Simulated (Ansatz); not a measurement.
B3BrHSi (doublet)

Input file:

```
crystal:
  periodic: [false, false, false]
  atoms:
    - symbol: B
      position_ang: [-2.599137, 0.429051, -0.504368]
    - symbol: B
      position_ang: [-2.120828, -0.813996, -1.286470]
    - symbol: B
      position_ang: [-0.926232, -0.130165, -0.449773]
    - symbol: Br
      position_ang: [-3.482270, 1.856182, 0.300497]
    - symbol: Si
      position_ang: [-0.628910, -1.894644, -1.666354]
    - symbol: H
      position_ang: [-0.021835, 0.357714, 0.161700]
basis:
  gaussian:
    orbitals: def2-TZVPD
magnetization:
  spin_polarized: true
  initial_magnetization: 1
hamiltonian:
  xc: pbe0
output: {forces: true, orbitals: {seedname: orbitals}}
```

Command:

```sh
ansatz run input.yaml --threads 2 --pin off --max-ram 4350MiB --events-out events.jsonl --progress --plain --runs-dir runs
```

Geometry: B3LYP-D3(BJ)/def2-SVP.

These are results of isolated molecule in a Gaussian basis; Kohn-Sham density functional theory, functional PBE0 (Ansatz), not measurements.

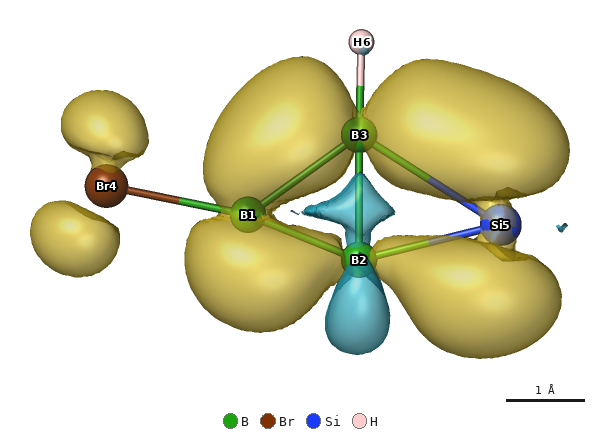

Figure 1. Isosurfaces of the spin density at +0.015 (yellow) and −0.015 e/Å³ (cyan), seen across its widest extent.

Which atoms carry the spin?

The unpaired spin (1 electron) lies mostly on Si5 (about 0.3), B3 (about 0.3), B1 (about 0.2) and Br4 (about 0.1), in electrons by Hirshfeld's partition.

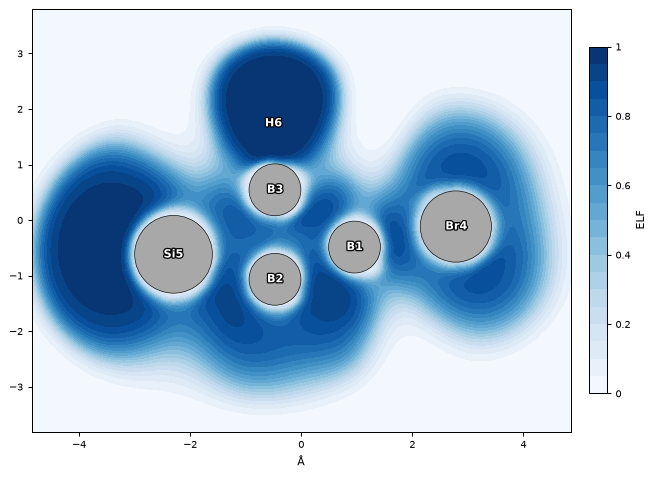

Figure 2. ELF on the molecular plane. Grey discs cover the atomic cores.

What does the map show?

Atoms in the plane: B, Br, Si and H.
B–B (1.54 Å): the ELF peaks at about 0.85 between the atoms; a covalent bond.
B–Br (1.86 Å): the ELF peaks at about 0.90 between the atoms, as expected for a short, strongly polar bond.
Si–B (1.88 Å): the ELF peaks at about 0.85 between the atoms (a covalent bond).
B–H (1.20 Å): the ELF climbs to about 1 towards the hydrogen, as it does in any bond to H: an ordinary covalent bond to hydrogen.
B–B (1.61 Å): the ELF peaks at about 0.75 between the atoms.
The ELF also peaks beside Br4 and Si5, away from the bonds: non-bonding electrons, paired or unpaired.

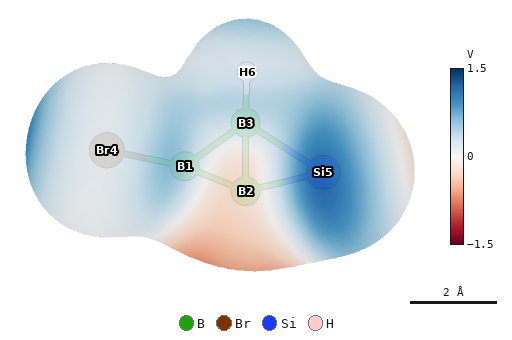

Figure 3. The electrostatic potential painted on the density surface at 0.002 e/bohr³, seen across its widest extent; red is negative and blue positive.

Which sites attract a positive test charge, and which a negative one?

A positive charge is drawn to the negative regions and a negative charge to the positive ones. The most negative region (about −0.6 V) lies over Br4, the most positive (about +1.1 V) over Si5. Br4 shows a σ-hole: about +1.0 V at the tip opposite its bond, against about +0.1 V on its flanks.

How polar is the molecule by this calculation?

Its dipole moment is 0.72 D.

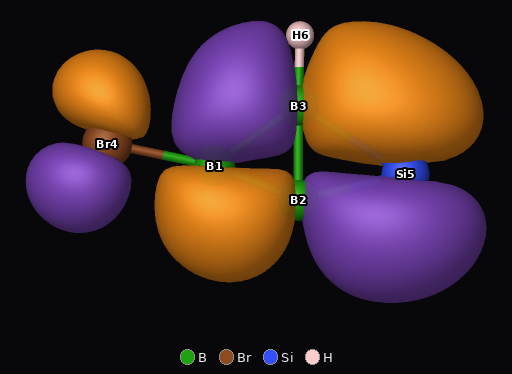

Figure 4. One frontier orbital at ±0.06 Å⁻³ᐟ² (orange and purple are the two phases), seen across its widest extent.

Which orbital is it: HOMO (β) or LUMO (β)?

The LUMO (β), at −4.23 eV. By Hirshfeld shares it lies mainly on Si5 (about 30 %), B3 (about 20 %), B1 (about 20 %), B2 (about 15 %) and Br4 (about 10 %); it is symmetric in the molecular plane (an in-plane orbital: σ, lone-pair or in-plane π type).
